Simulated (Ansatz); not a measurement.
# What a change does: single-point calculation on CH$_{6}$F$_{2}$Si$_{2}$

System: CH$_{6}$F$_{2}$Si$_{2}$.
Method of the first run: RKS PBE-D4/def2-TZVPP (Ansatz 0.2.0).

The geometry comes from this level: PBE0-D4/def2-TZVP. Text and figures count atoms from 1; the logs count them from 0 in places.

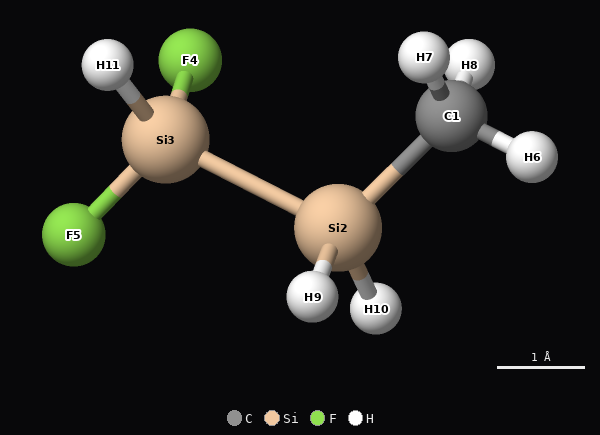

Figure 1. The structure (ball-and-stick view, seen at a tilt; atoms are numbered from 1 in the order of the input). Bond lengths as drawn: C–H 1.09 Å, C–Si 1.87 Å, F–Si 1.59 to 1.60 Å, H–Si 1.48 to 1.49 Å and Si–Si 2.34 Å.

Input file, the first run:
```yaml
crystal:
  periodic: [false, false, false]
  atoms:
    - {symbol: C, position_ang: [-1.201860, 0.555768, 1.159733]}
    - {symbol: Si, position_ang: [-0.084010, 0.821671, -0.321570]}
    - {symbol: Si, position_ang: [1.152070, -1.117615, -0.774219]}
    - {symbol: F, position_ang: [0.151735, -2.342928, -0.993453]}
    - {symbol: F, position_ang: [1.979702, -0.947451, -2.126703]}
    - {symbol: H, position_ang: [-1.781534, 1.457567, 1.368088]}
    - {symbol: H, position_ang: [-0.619665, 0.313158, 2.051329]}
    - {symbol: H, position_ang: [-1.899489, -0.263623, 0.974225]}
    - {symbol: H, position_ang: [0.884640, 1.924048, -0.066110]}
    - {symbol: H, position_ang: [-0.873168, 1.165433, -1.535893]}
    - {symbol: H, position_ang: [2.116778, -1.539031, 0.272572]}
basis:
  gaussian: {orbitals: def2-TZVPP}
hamiltonian: {xc: pbe, dispersion: d4}
output: {forces: true, orbitals: {seedname: orbitals}}
```

Command:
```bash
ansatz run in.yaml --threads 4 --pin off --events-out ev --progress --plain --max-ram 10444MiB
```

Hardware: 4 threads of Arm Neoverse V2, 23 GiB of memory available, shared host.

Output (the first run):
```
Functional definition: PBE
  parameter kappa = 0.804
  parameter beta = 0.06672455060314922
  exchange = pbe_x(kappa = kappa, mu = beta*pi^2/3)
  correlation = pbe_c(beta = beta)
1422 factors; their error is unknown
mean field evaluation 1: about -22305.0741 eV, gradient 7.5e1 eV
mean field evaluation 2: about -22283.3647 eV, gradient 1.2e2 eV
mean field evaluation 4: about -22315.7750 eV, gradient 9.9e0 eV
mean field evaluation 8: about -22315.9709 eV, gradient 2.3e-1 eV
mean field evaluation 16: about -22315.9307 eV, gradient 2.9e-4 eV
mean field -22315.93073920 eV, -820.0953283844 hartree, gradient 3.9e-5 eV, S^2 0.000000; 0 other end points of the search recorded, 0 dependent functions left out
the calculation of the forces begins
reference -22315.93078334 eV, -820.0953300066 hartree; 29, 29 occupied and 232, 232 virtual orbitals, 1422 factors
Total energy: -22316.15762525 eV, -820.1036662929 hartree
Atom 0 at    -1.201860     0.555768     1.159733 Å, force     0.007917     0.006392    -0.016275 eV/Å
Atom 1 at    -0.084010     0.821671    -0.321570 Å, force     0.056355    -0.054100    -0.034821 eV/Å
Atom 2 at     1.152070    -1.117615    -0.774219 Å, force    -0.000111     0.383840     0.450996 eV/Å
Atom 3 at     0.151735    -2.342928    -0.993453 Å, force    -0.424690    -0.503133    -0.067455 eV/Å
Atom 4 at     1.979702    -0.947451    -2.126703 Å, force     0.357512     0.087740    -0.552620 eV/Å
Atom 5 at    -1.781534     1.457567     1.368088 Å, force    -0.112652     0.168210     0.047674 eV/Å
Atom 6 at    -0.619665     0.313158     2.051329 Å, force     0.102001    -0.046745     0.169365 eV/Å
Atom 7 at    -1.899489    -0.263623     0.974225 Å, force    -0.128418    -0.151742    -0.029410 eV/Å
Atom 8 at     0.884640     1.924048    -0.066110 Å, force     0.098886     0.120314     0.020621 eV/Å
Atom 9 at    -0.873168     1.165433    -1.535893 Å, force    -0.080765     0.041309    -0.129357 eV/Å
Atom 10 at     2.116778    -1.539031     0.272572 Å, force     0.123966    -0.052085     0.141281 eV/Å
Dipole moment:    -0.168237     0.238077     0.387681 e Å
```

The input of the second run differs as follows (lines with − go, lines with + come):
```diff
-hamiltonian: {xc: pbe, dispersion: d4}
+hamiltonian: {xc: r2scan, dispersion: d4}
```

What does this change do to the results?

The total energies belong to different models, so their difference says nothing on which is more stable or more accurate. The largest force goes from 0.664 to 0.083 eV/Å. The HOMO goes from −6.99 to −7.28 eV. The LUMO goes from −1.29 to −0.97 eV. The dipole moment goes from 2.33 to 2.37 D. On the same kind of shared host the second run took about 1.4 times as long.

Output (the second run):
```
Functional definition: r2SCAN
  parameter k0 = 0.174
  parameter k1 = 0.065
  parameter a1 = 4.9479
  exchange = r2scan_x(k0 = k0, k1 = k1, a1 = a1)
  correlation = r2scan_c
1422 factors; their error is unknown
mean field evaluation 1: about -22317.7898 eV, gradient 6.9e1 eV
mean field evaluation 2: about -22305.8149 eV, gradient 1.0e2 eV
mean field evaluation 4: about -22326.6869 eV, gradient 6.0e0 eV
mean field evaluation 8: about -22326.7617 eV, gradient 1.2e-1 eV
mean field evaluation 16: about -22326.7205 eV, gradient 2.5e-4 eV
mean field -22326.72046662 eV, -820.4918435538 hartree, gradient 3.3e-5 eV, S^2 0.000000; 0 other end points of the search recorded, 0 dependent functions left out
the calculation of the forces begins
reference -22326.72047967 eV, -820.4918440332 hartree; 29, 29 occupied and 232, 232 virtual orbitals, 1422 factors
Total energy: -22326.77649475 eV, -820.4939025495 hartree
Atom 0 at    -1.201860     0.555768     1.159733 Å, force    -0.013844     0.005560     0.008833 eV/Å
Atom 1 at    -0.084010     0.821671    -0.321570 Å, force     0.037559    -0.010876    -0.024841 eV/Å
Atom 2 at     1.152070    -1.117615    -0.774219 Å, force     0.024839     0.039778     0.068380 eV/Å
Atom 3 at     0.151735    -2.342928    -0.993453 Å, force    -0.039845    -0.041119    -0.011278 eV/Å
Atom 4 at     1.979702    -0.947451    -2.126703 Å, force     0.024993     0.003917    -0.048531 eV/Å
Atom 5 at    -1.781534     1.457567     1.368088 Å, force     0.004690    -0.025805     0.010024 eV/Å
Atom 6 at    -0.619665     0.313158     2.051329 Å, force    -0.025538     0.004059    -0.012803 eV/Å
Atom 7 at    -1.899489    -0.263623     0.974225 Å, force     0.012391     0.019928     0.016395 eV/Å
Atom 8 at     0.884640     1.924048    -0.066110 Å, force    -0.017706    -0.004116    -0.007047 eV/Å
Atom 9 at    -0.873168     1.165433    -1.535893 Å, force     0.007992     0.000700     0.012430 eV/Å
Atom 10 at     2.116778    -1.539031     0.272572 Å, force    -0.015532     0.007974    -0.011562 eV/Å
Dipole moment:    -0.169134     0.243978     0.395189 e Å
```

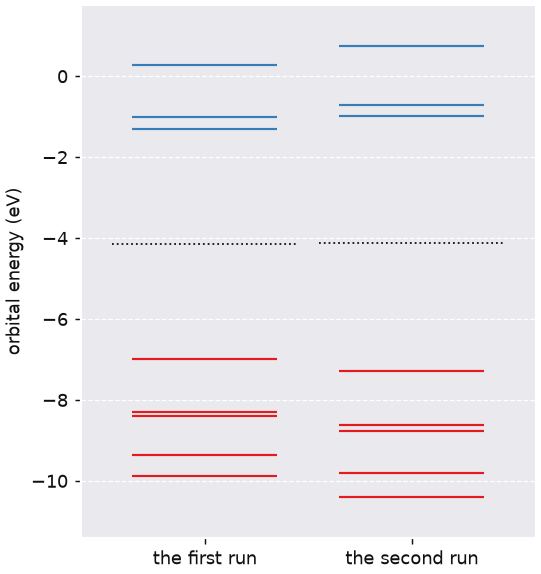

Figure 2. The five highest filled and three lowest empty orbital energies of the two runs; the dotted lines part filled from empty levels. The HOMO–LUMO gap is 5.69 eV in the first run and 6.30 eV in the second run.

The two runs side by side:

| quantity | the first run | the second run |
| --- | --- | --- |
| outcome | converged | converged |
| total energy (hartree) | −820.103666 | −820.493903 |
| HOMO (eV) | −6.99 | −7.28 |
| LUMO (eV) | −1.29 | −0.97 |
| dipole moment (D) | 2.33 | 2.37 |
| largest force (eV/Å) | 0.664 | 0.083 |
| basis functions | 261 | 261 |
| wall time (shared host) | 3.4 s | 4.9 s |
